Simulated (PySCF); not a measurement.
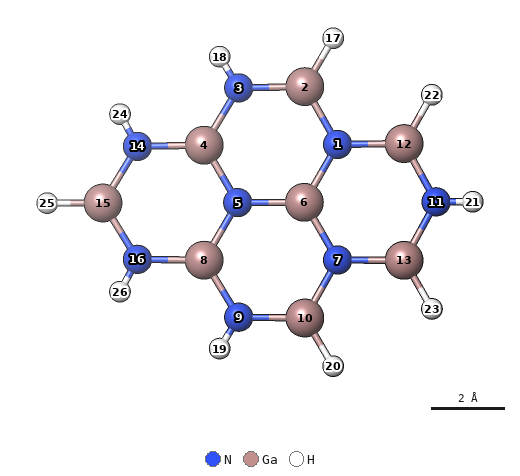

The structure (ball-and-stick view, seen on its broad side; atoms are numbered from 1 in the order of the input). Sticks mark near contacts.

Run report: Ga$_{8}$N$_{8}$H$_{10}$, NMR shielding calculation

The run: NMR shielding calculation of Ga$_{8}$N$_{8}$H$_{10}$. Method and program: GIAO KT3/LANL2DZ NMR shielding, non-relativistic, gas phase (PySCF 2.14.0).

The geometry comes from this level: GFN2-xTB. Figures and captions count atoms from 1; the log counts them from 0 in places.

## Input
```
{"job": {"kind": "nmr", "basis": "LANL2DZ", "pop": false, "xc": "KT3", "scf": {"conv": 0.0001}}, "charge": 0, "multiplicity": 1}
N      0.780097     2.300217    -0.003164
Ga    -0.808083     3.235682    -0.001674
N     -2.381346     2.293657    -0.001111
Ga    -2.418563     0.443654    -0.000906
N     -0.816399    -0.471570     0.001030
Ga     0.783498     0.452658    -0.001588
N      2.382400    -0.473503    -0.001608
Ga    -0.825769    -2.316460     0.001608
N      0.795614    -3.208729    -0.000436
Ga     2.398093    -2.316679     0.000898
N      3.945213     2.279605    -0.000596
Ga     2.368936     3.237156    -0.001337
Ga     3.987413     0.435824     0.001749
N     -4.006050    -0.504512    -0.003982
Ga    -4.051353    -2.338044     0.000878
N     -2.441068    -3.216265     0.005378
H     -0.796193     4.787322    -0.000798
H     -3.272018     2.781764    -0.002223
H      0.773582    -4.224196     0.002654
H      3.747912    -3.082303     0.002879
H      4.825905     2.788166     0.001613
H      2.360580     4.790948    -0.000125
H      5.329813    -0.346539     0.007352
H     -4.871624     0.028406    -0.002001
H     -5.390075    -3.110132     0.000881
H     -2.413443    -4.232358     0.002593
```

The first line tells a small driver script what to run in PySCF; the rest is the geometry in Å.

Launch command:
```bash
OMP_NUM_THREADS=2 python <driver script> task.json out
```

## The program's output
```
final grid: 231876 points
cycle   1  E = -466.2542663151  dE = -7.849e+01  |g| = 2.033e+00  |ddm| = 6.744e+00
cycle   2  E = -461.3181389403  dE =  4.936e+00  |g| = 4.362e+00  |ddm| = 5.665e+00
cycle   3  E = -467.2894163653  dE = -5.971e+00  |g| = 4.837e-01  |ddm| = 4.844e+00
cycle   4  E = -467.3841469947  dE = -9.473e-02  |g| = 1.845e-01  |ddm| = 1.227e+00
cycle   5  E = -467.3894140863  dE = -5.267e-03  |g| = 1.604e-01  |ddm| = 3.041e-01
cycle   6  E = -467.3964608689  dE = -7.047e-03  |g| = 1.918e-02  |ddm| = 1.719e-01
cycle   7  E = -467.3965544829  dE = -9.361e-05  |g| = 1.134e-02  |ddm| = 3.962e-02
cycle   8  E = -467.3965890265  dE = -3.454e-05  |g| = 3.471e-03  |ddm| = 1.330e-02
converged SCF energy = -467.3965890265

GIAO shielding tensors (ppm)
atom      isotropic    diamagn.    paramagn.     s11        s22        s33       span
  0 N      140.264     319.411    -179.148     86.042    122.948    211.801    125.758
  1 Ga         nan         nan         nan        nan        nan        nan        nan
  2 N      177.361     325.040    -147.679     97.655    211.438    222.990    125.335
  3 Ga         nan         nan         nan        nan        nan        nan        nan
  4 N      174.892     321.686    -146.794    164.048    178.389    182.239     18.191
  5 Ga         nan         nan         nan        nan        nan        nan        nan
  6 N      137.320     319.433    -182.113     79.740    126.334    205.886    126.146
  7 Ga         nan         nan         nan        nan        nan        nan        nan
  8 N      178.550     325.027    -146.477     99.553    210.478    225.618    126.065
  9 Ga         nan         nan         nan        nan        nan        nan        nan
 10 N      158.139     325.780    -167.641     39.629    217.295    217.493    177.864
 11 Ga         nan         nan         nan        nan        nan        nan        nan
 12 Ga         nan         nan         nan        nan        nan        nan        nan
 13 N      185.674     323.588    -137.915    111.556    216.539    228.925    117.369
 14 Ga         nan         nan         nan        nan        nan        nan        nan
 15 N      182.134     323.566    -141.432    102.750    212.782    230.870    128.120
 16 H       26.985      29.380      -2.395     23.448     26.192     31.316      7.868
 17 H       31.201      32.021      -0.820     25.035     28.456     40.113     15.078
 18 H       31.282      32.010      -0.728     25.195     28.504     40.146     14.951
 19 H       27.033      29.372      -2.339     23.615     26.084     31.400      7.785
 20 H       30.209      30.679      -0.470     25.874     26.922     37.831     11.957
 21 H       26.948      28.731      -1.784     23.472     26.127     31.244      7.772
 22 H       26.944      28.730      -1.786     23.551     26.048     31.232      7.681
 23 H       31.416      31.379       0.038     24.856     28.668     40.726     15.870
 24 H       27.065      27.298      -0.233     24.053     25.392     31.750      7.696
 25 H       31.321      31.370      -0.049     25.059     28.759     40.143     15.084
```

## Summary

| quantity | value |
| --- | --- |
| outcome | converged |
| total energy | −467.396589 hartree |
| HOMO | −5.43 eV |
| LUMO | −1.48 eV |
| dipole moment | 0.84 D |
| hardware | 2 CPU threads, shared host |
| wall time | 30 s (CPU time 56 s) |
| peak memory | 0.81 GiB |

## Notes

Settings chosen away from the usual ones: KT3/LANL2DZ; conv 0.0001. Spin–orbit coupling is left out, which matters for the heavy atoms.
